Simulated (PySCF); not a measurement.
```yaml
atoms:
  - { symbol: C, position_ang: [-1.4194, 0.0788, 0.0239] }
  - { symbol: C, position_ang: [-0.0490, 0.6091, 0.1483] }
  - { symbol: C, position_ang: [0.9949, -0.4675, -0.1031] }
  - { symbol: F, position_ang: [0.8832, -1.0176, -1.3198] }
  - { symbol: F, position_ang: [2.2440, 0.0215, -0.0194] }
  - { symbol: F, position_ang: [0.9211, -1.4714, 0.7809] }
  - { symbol: H, position_ang: [-2.2268, 0.5665, 0.5294] }
  - { symbol: H, position_ang: [-1.6220, -0.7535, -0.6196] }
  - { symbol: H, position_ang: [0.1519, 1.4077, -0.5845] }
  - { symbol: H, position_ang: [0.1309, 1.0309, 1.1416] }
```

Geometry: GFN2-xTB.

The calculation used PySCF, UKS B3LYP, pcH-1 on C F H, non-relativistic, mean-field spin-orbit, GIAO.

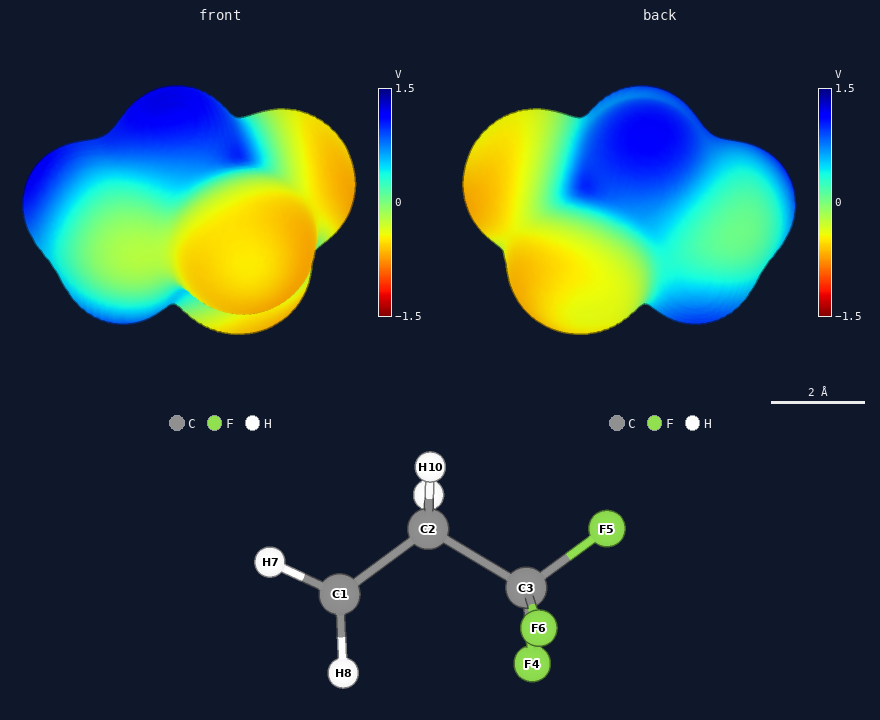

C₃H₄F₃ (SMILES [CH2]CC(F)(F)F) (doublet). The molecular electrostatic potential painted on the density surface at 0.002 e/bohr³, seen from the front and from behind; red is negative and blue positive. The bare structure is drawn below in the same view.

Q: Describe the electrostatic potential map.

A: The most negative region (about −0.7 V) lies over F4, F5 and F6, the most positive (about +1.2 V) over H7 and H10.
